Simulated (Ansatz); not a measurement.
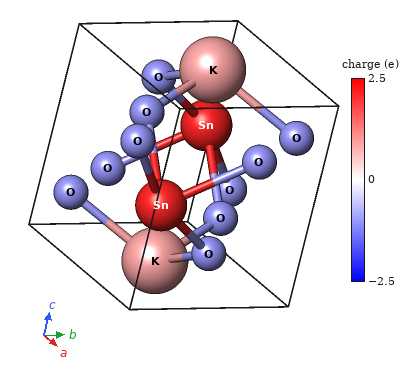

The image is a ball-and-stick drawing of a crystal, viewed slightly off an axis. The wireframe shows the simulation cell. The atoms of this KSnO3 cell are coloured by their Bader charge.

The calculation used DFT, PAW plane waves, r2SCAN (Ansatz 0.2.0), with wavefunction cutoff 500 eV, a 6×6×6 k-point grid, Fermi-Dirac smearing of 0.1 eV, no spin polarisation. The pressure of the cell is -14 GPa.

Question: Describe the charge distribution among the elements.

Answer: Most positive: Sn; most negative: O. Charges: about K +0.9 e; Sn +2.1 e; O -1.0 e.

Shown is a generated cell, made by putting these elements into a known structure type (the compound may or may not exist in this form), as it stood before any relaxation. It was the input of a calculation with Ansatz.

At this level of theory the cell isn't at rest (stretched, at -14 GPa and forces up to 3.6 eV/Å), so its distances can differ from those at equilibrium, the more so the softer the solid.
